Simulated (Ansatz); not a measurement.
# GaP (F-43m): relaxations under a series of pressures, by script

How does GaP (F-43m) give way under pressure? A script is to give relaxations under a series of pressures; the system is GaP (F-43m).

Program: Ansatz 0.2.0, driven from Python. Level of theory: DFT PBE, plane waves, PAW. These are calculated values, not measurements.

### Step 1. Starting point

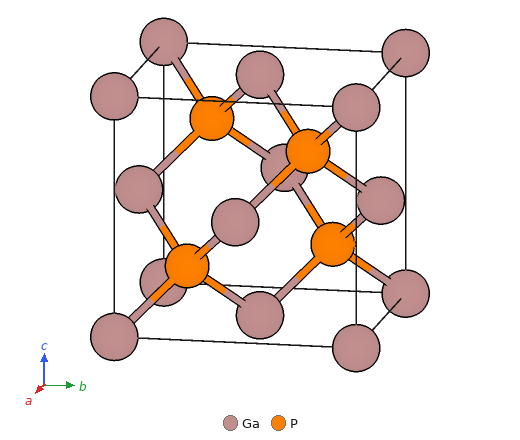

The starting structure, viewed slightly off an axis; gallium pink, phosphorus orange. The cell is the conventional one. Atoms on cell faces are repeated.

No structure file is read: the coordinates are typed or built in the script.

### Step 2. Script

run_compress.py reads:

```python
# -*- coding: utf-8 -*-
"""Cell of GaP under pressure."""

import logging
import sys
import warnings

import ansatz as az
import numpy as np
import pandas as pd

logging.basicConfig(stream=sys.stdout, format="%(name)s: %(message)s")
log = logging.getLogger("gap")
log.setLevel(logging.INFO)

def edges_and_angles(cell):
    cell = np.asarray(cell)
    a, b, c = np.linalg.norm(cell, axis=1)
    cosines = cell[1] @ cell[2] / (b * c), cell[0] @ cell[2] / (a * c), cell[0] @ cell[1] / (a * b)
    return (a, b, c, *np.degrees(np.arccos(cosines)))


def main():
    warnings.simplefilter("ignore", az.DeckWarning)

    xtal = (
        az.Lattice.fcc(5.4505)
        .space_group(216)
        .atom("Ga", [0.0, 0.0, 0.0])
        .atom("P", [0.25, 0.25, 0.75])
        .primitive()
    )

    job = (
        xtal.calculation()
        .basis(28 * az.Ry)
        .kpoints(density=3.7)
        .functional(az.Functional.PBE)
        .accuracy("low")
        .scf(tolerance=1e-06)
        .occupations("Fixed")
    )

    # H = F + PV, with 1 GPa A^3 = 1/160.21766 eV
    rows = []
    for pressure in [0, 2, 4, 6, 8]:
        result = job.relax(cell=True, pressure=pressure, density_extrapolation="second_order").run(threads=1)
        cell = result.lattice.cell_ang
        n_atoms = len(result.lattice.sites)
        volume = abs(np.linalg.det(cell)) / n_atoms
        enthalpy = result.report["free_energy_ev"] / n_atoms + pressure * volume / 160.21766
        rows.append((pressure, volume, enthalpy, *edges_and_angles(cell)))
        log.info(f"{pressure} GPa done: {volume:.4f} A^3/atom")

    table = pd.DataFrame(rows, columns=["P_GPa", "V_A3_atom", "H_eV_atom", "a", "b", "c", "alpha", "beta", "gamma"])
    print(table.round(4).to_string(index=False))
    p, v = np.array([row[0] for row in rows], float), np.array([row[1] for row in rows])
    print("mean bulk modulus between rows (GPa):", np.round(-np.diff(p) / np.diff(np.log(v)), 1))


if __name__ == "__main__":
    main()
```

### Step 3. Running it

Command:

```bash
$ python run_compress.py
```

Standard output:

```text
gap: 0 GPa done: 20.8700 A^3/atom
gap: 2 GPa done: 20.3608 A^3/atom
gap: 4 GPa done: 19.9181 A^3/atom
gap: 6 GPa done: 19.5152 A^3/atom
gap: 8 GPa done: 19.1518 A^3/atom
 P_GPa  V_A3_atom  H_eV_atom      a      b      c  alpha  beta  gamma
     0    20.8700 -2269.7773 3.8936 3.8936 3.8936   60.0  60.0   60.0
     2    20.3608 -2269.5200 3.8617 3.8617 3.8617   60.0  60.0   60.0
     4    19.9181 -2269.2687 3.8335 3.8335 3.8335   60.0  60.0   60.0
     6    19.5152 -2269.0227 3.8075 3.8075 3.8075   60.0  60.0   60.0
     8    19.1518 -2268.7813 3.7837 3.7837 3.7837   60.0  60.0   60.0
mean bulk modulus between rows (GPa): [ 81.   91.   97.9 106.4]
```

It took 31 s on 1 thread of Arm Neoverse V1, shared host; peak memory 0.42 GiB.

Lines on the test bed's own set-up are left out of the output.

A comment line of the script is reworded here; the code is as run.

### Step 4. What each run gave

The 5 runs, in the order started:

| run | pressure asked (GPa) | energy from run 1 (meV/atom) | final volume (Å³/atom) | pressure (GPa) | gap on the mesh (eV) | SCF cycles in all | CPU time (s) |
| --- | --- | --- | --- | --- | --- | --- | --- |
| 1 | 0 | 0.00 | 20.87 | 0.00 | 1.58 | 23 | 8.1 |
| 2 | 2 | 3.14 | 20.36 | 2.01 | 1.65 | 13 | 4.3 |
| 3 | 4 | 11.33 | 19.92 | 3.99 | 1.62 | 14 | 4.5 |
| 4 | 6 | 23.82 | 19.52 | 5.99 | 1.58 | 16 | 4.7 |
| 5 | 8 | 39.68 | 19.15 | 8.00 | 1.53 | 22 | 7.4 |

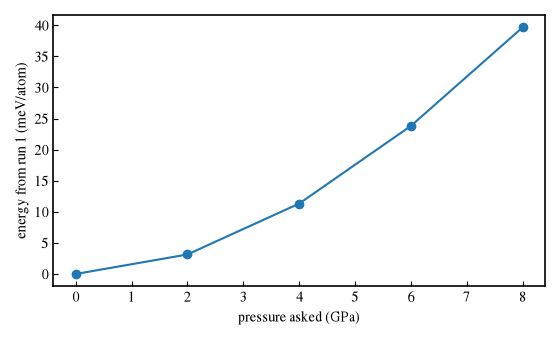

Energy against pressure asked; lines join the points.

### Step 5. How the relaxation of run 1 went

The steps of the relaxation:

```
step  energy from step 1 (eV/cell)  largest force component (eV/Å)  pressure (GPa)  volume (Å³)
   1                        0.0000                          0.0000            2.52        40.48
   2                       -0.0078                          0.0000            0.73        41.34
   3                       -0.0083                          0.0000            0.03        41.70
   4                       -0.0097                          0.0000            0.08        41.70
   5                       -0.0097                          0.0000            0.00        41.74
   6                       -0.0097                          0.0000            0.00        41.74
```

Step 1 is the start. Steps 4, 6 each repeat the geometry before them on a plane-wave basis chosen anew, so the energy can jump there without any move. The cutoff lies under the recommended one, as the log warns, so the cell and pressures carry a basis error.

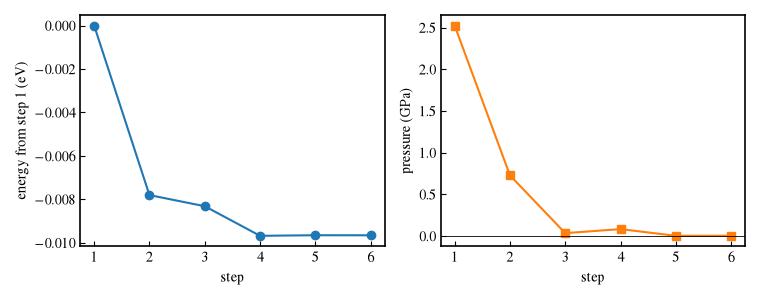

Energy and pressure along the relaxation.

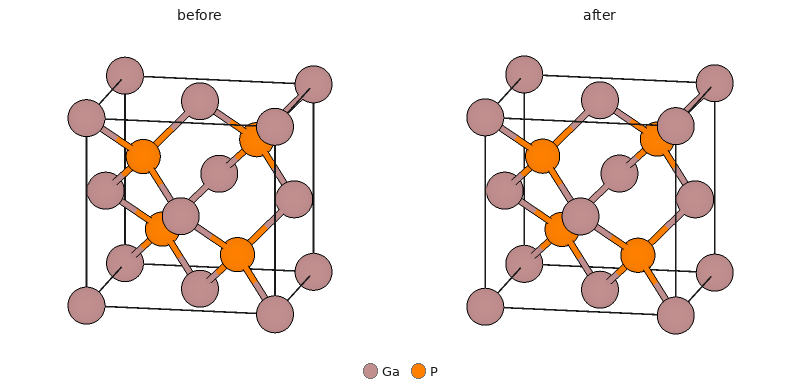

Before and after, at one scale. The change is too small to see at this scale.

Lengths and angles in the start's conventional setting:

«Before» is this run's own start.

|  | before | after | change |
| --- | --- | --- | --- |
| a (Å) | 5.450 | 5.506 | +1.0 % |
| b (Å) | 5.450 | 5.506 | +1.0 % |
| c (Å) | 5.450 | 5.506 | +1.0 % |
| volume (Å³/atom) | 20.24 | 20.87 | +3.1 % |
| shortest distance (Å) | 2.360 | 2.384 | +1.0 % |
| space group (0.01 Å) | F-43m | F-43m | same |

The run keeps the 24 symmetry operations of the start, so it could not have lowered the symmetry.

### Step 6. How the relaxation of run 5 went

Step by step:

| step | E - E(step 1) (eV/cell) | largest force component (eV/Å) | pressure (GPa) | volume (Å³) |
| --- | --- | --- | --- | --- |
| 1 | 0.0000 | 0.0000 | 2.52 | 40.48 |
| 2 | 0.0516 | 0.0000 | 7.05 | 38.66 |
| 3 | 0.0683 | 0.0000 | 8.08 | 38.30 |
| 4 | 0.0670 | 0.0000 | 8.00 | 38.32 |
| 5 | 0.0686 | 0.0000 | 7.94 | 38.32 |
| 6 | 0.0697 | 0.0000 | 8.00 | 38.30 |
| 7 | 0.0697 | 0.0000 | 8.00 | 38.30 |

Step 1 is the start. Steps 5, 7 each repeat the geometry before them on a plane-wave basis chosen anew, so the energy can jump there without any move. The cutoff lies under the recommended one, as the log warns, so the cell and pressures carry a basis error.

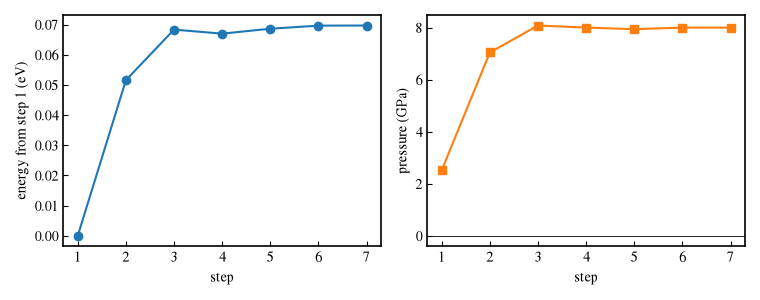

Energy and pressure along the relaxation.

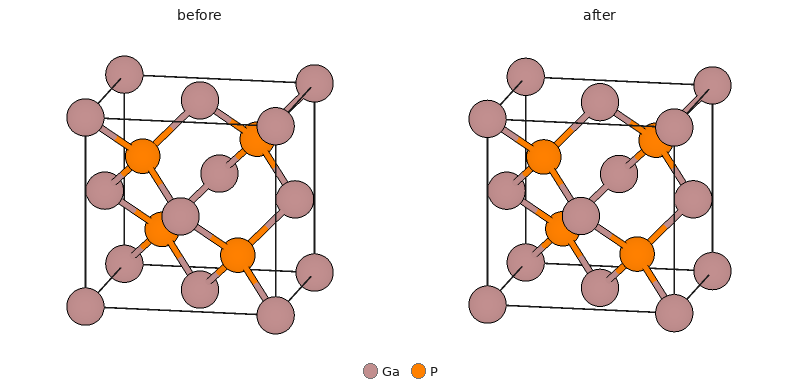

Before and after, at one scale. The change is too small to see at this scale.

Lengths and angles in the start's conventional setting:

«Before» is this run's own start.

|  | before | after | change |
| --- | --- | --- | --- |
| a (Å) | 5.450 | 5.351 | -1.8 % |
| b (Å) | 5.450 | 5.351 | -1.8 % |
| c (Å) | 5.450 | 5.351 | -1.8 % |
| volume (Å³/atom) | 20.24 | 19.15 | -5.4 % |
| shortest distance (Å) | 2.360 | 2.317 | -1.8 % |
| space group (0.01 Å) | F-43m | F-43m | same |

Forces and stress were held to the start's 24 operations: a distortion of lower symmetry was not tested.

Under a set pressure the enthalpy E + pV is minimised, so E itself may rise.

### Step 7. Outcome

```
       quantity           value
  runs compared               5
range of energy  39.68 meV/atom
```

What this shows: Runs 1, 2, 3, 4, 5: each has a cutoff under the recommended one, so what rests on them isn't a property of the system. The volume falls from 20.87 Å³ an atom at 0 GPa to 19.15 at 8 GPa, by 8.2 %. Between 0 and 2 GPa, -V dP/dV is about 81 GPa, a mean over that step. Caveats:
- The cutoff lies under the one recommended for these potentials.
- Under the recommended cutoff a pressure can be off by several GPa, even in sign.
- At a fixed pressure a relaxation lowers the enthalpy F + PV, while F alone can rise.
- The program warned that this SCF threshold is loose for forces or stresses.
- Edges and angles that the script prints are those of the cell as typed, here a primitive one.
- Symmetry holds the cell in this phase, so another phase that may be stable under pressure is not reached.
